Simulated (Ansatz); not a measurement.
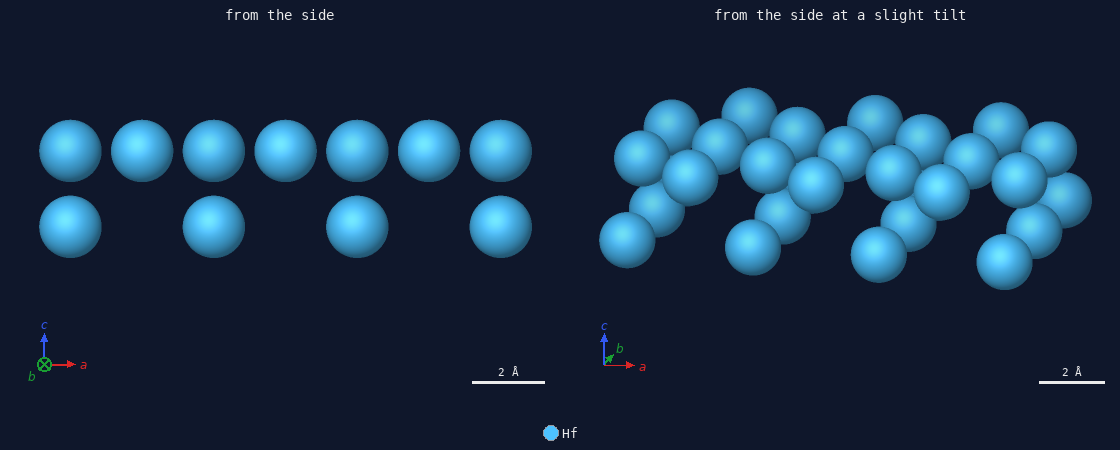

A spheres-only picture of a periodic sheet, seen from the side and from the side at a slight tilt. The surface normal points up in side views; the vacuum is left out. 3×2 cells are drawn in the plane, with atoms at the edges repeated.

The cell holds 3 Hf.

Q: What height do the atoms span?

A: About 2.1 Å from the lowest to the highest atom.

Q: Give the sequence of planes from the top.

A: Two planes: Hf / Hf.

It goes back to a structure type filled with this element by a generator (whether the element takes this form wasn't checked). This is the structure after a relaxation with DFT PBE, scalar-relativistic, plane waves, PAW (Ansatz).
